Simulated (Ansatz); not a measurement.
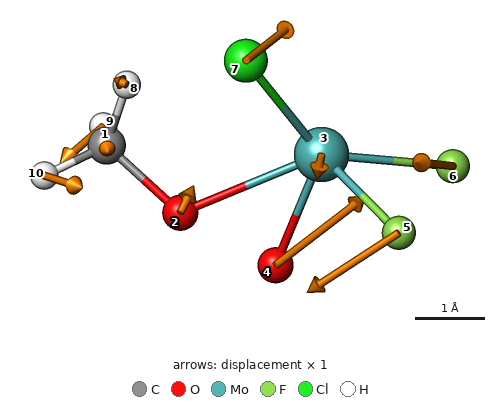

A relaxation of CH3ClF2MoO2 (coarse preliminary run). The starting structure is drawn; orange arrows show the displacements, at their true length. The two geometries are superimposed by the best rigid fit.

A ball-and-stick model, seen from a free direction.

The start comes from a force field.

All numbers below come from RKS PBE-D4/def2-SVP (Ansatz). (force threshold 0.03 eV/Å; at most 200 steps)

Question: What happened in the run?

Answer: Over 24 accepted moves (25 points after the start) the energy falls by 8.396 eV. The largest force component goes from 7.3 to 0.015 eV/Å. The line search rejected the trial step at point 17 of the run. The largest move after the best rigid fit is that of O4, 1.89 Å. Largest moves by element: O 1.89 Å, F 1.80 Å, Cl 1.69 Å, H 1.05 Å, Mo 0.44 Å, C 0.31 Å. Some distances before and after: O2–O4 1.643 → 2.739 Å, O2–Mo3 2.281 → 1.854 Å, Mo3–O4 1.940 → 1.672 Å, Mo3–F6 2.095 → 1.866 Å. Among the angles between lasting bonds that change: O2–Mo3–O4 44.9° → 101.8°, F6–Mo3–Cl7 137.2° → 84.3°, F5–Mo3–Cl7 102.6° → 142.4°. Groups turn about C1–O2 by about 75°.
